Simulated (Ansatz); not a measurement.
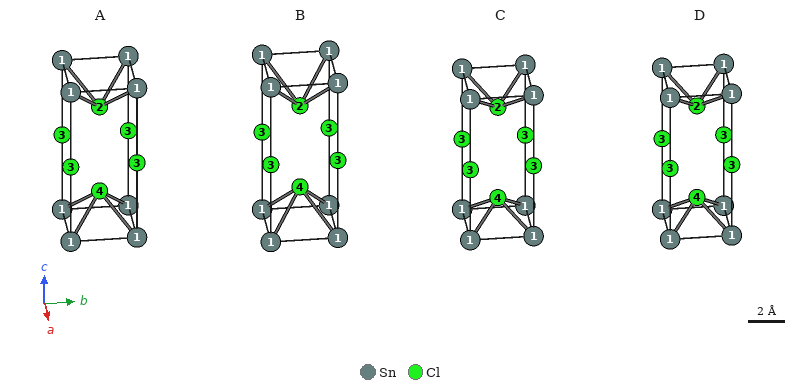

4 geometries from one relaxation of solid SnCl3 (a generated structure, set up in P4/mmm) (coarse preliminary run), in shuffled order. A ball-and-stick model of the cell of the calculation, seen from a free direction.

Method: DFT PBE, scalar-relativistic, plane waves, PAW in Ansatz. (plane-wave cutoff 420 eV; k-point mesh 4 × 4 × 2; occupations gaussian; smearing width 0.1 eV; no spin polarisation; cell and atoms relaxed; force threshold 0.04 eV/Å; at most 70 steps)

Order the frames from highest to lowest energy.

Answer. B, A, C, D. They are steps 0, 1, 3, 6, at +598 meV per atom, +339 meV per atom, +10.4 meV per atom relative to the last. Over 5 accepted moves (6 points after the start) the energy falls by 598 meV per atom. Largest force component: 1.8 eV/Å at the start, 0.015 eV/Å at the end. The pressure goes from −5.80 to 0.02 GPa. The SCF was repeated once at an unchanged geometry on a basis and grid sized afresh for the cell, which shifted the energy by 0.3 meV per atom at most. The largest moves relative to the cell, 0.56 Å, are those of Cl2 and Cl4. Cl2 goes along +c. Sn stays in place. The drawn cell changes as follows: a = b 3.830 → 3.521 Å (−8.1 %), c 10.015 → 9.175 Å (−8.4 %); the volume changes by −22.6 %. Near-neighbour distances that change, for instance: Sn1–Cl2 3.607 → 2.971 Å. The space group stays P4/mmm (No. 123).

Limits of the set-up: the k-point mesh is coarse for a cell with partly filled bands; an odd number of electrons was run without spin polarisation, which fails if the electron would localise.
